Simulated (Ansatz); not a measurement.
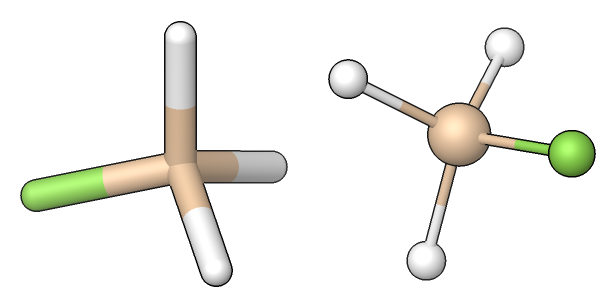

The same structure drawn twice, from different directions. Colours: silicon light orange, hydrogen white, fluorine green.

Describe the molecule.

Formula FH3Si. This geometry has C3v symmetry. Coordination: 1 Si tetrahedral.

More results for the same structure follow; atom numbers are the same in all pictures, views and colours differ. The computed structure is the end point of a PBE0-D4/def2-TZVP optimisation.

## Geometry

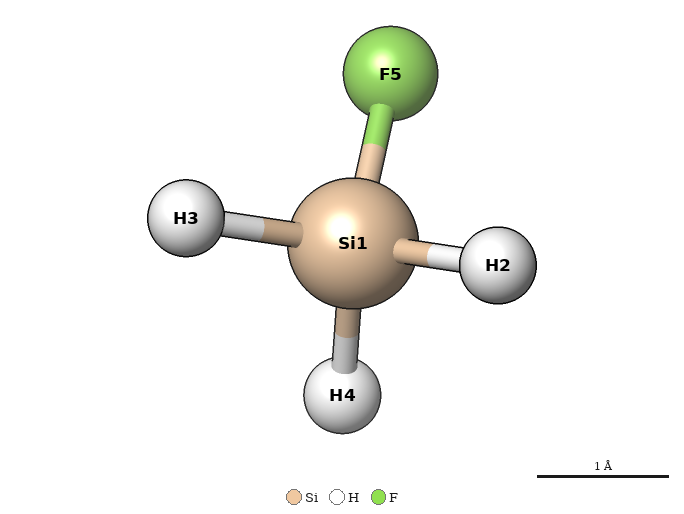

Atoms carry their numbers in the input.

Give these bond angles: H2–Si1–H3, H2–Si1–F5.

| angle | degrees |
| --- | --- |
| H2–Si1–H3 | 110.6 |
| H2–Si1–F5 | 108.3 |

## Thermal motion

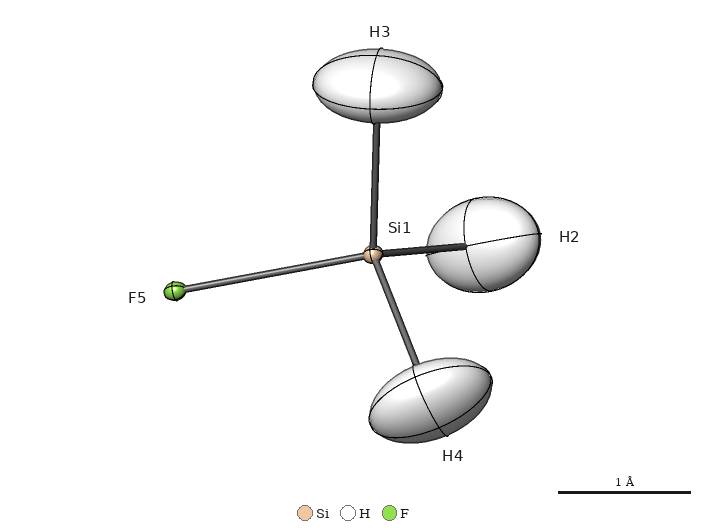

Displacement ellipsoids at the 50 % level, enlarged 2 times, from the internal vibrations of the free molecule (harmonic, no overall translation or rotation; no half-axis is drawn under 0.075 Å). Vibrations computed with RKS PBE0-D4/def2-TZVP (Ansatz 0.2.0). Temperature: 600 K.

Which atom moves most?

H2, H3, H4, with U_eq = 0.0154 Å².

Does H3 move more along its bond or across it?

Across it: the root-mean-square amplitude is 0.086 Å along the bond and up to 0.160 Å across, since bending and torsion are softer than stretching.

List U_eq and the three principal root-mean-square amplitudes for each kind of atom.

| atom | U_eq (Å²) | rms amplitudes (Å) |
| --- | --- | --- |
| Si1 | 0.00022 | 0.012, 0.012, 0.019 |
| H2, H3, H4 | 0.0154 | 0.085, 0.115, 0.160 |
| F5 | 0.00034 | 0.010, 0.010, 0.028 |

## Electronic properties

Level of theory: RKS PBE0-D4/def2-TZVP (Ansatz 0.2.0).

Computed properties:

- dipole moment: 1.27 D
- harmonic zero-point energy: 71.7 kJ/mol

## Charges

The questions are on Mulliken charges. Properties computed with RKS PBE0-D4/def2-TZVP (Ansatz 0.2.0).

List the Mulliken charges.

| atom | value (e) |
| --- | --- |
| Si1 | 0.41 |
| H2 | −0.03 |
| H3 | −0.03 |
| H4 | −0.03 |
| F5 | −0.32 |

Mulliken values depend strongly on the basis set and can even reverse the polarity of a bond.
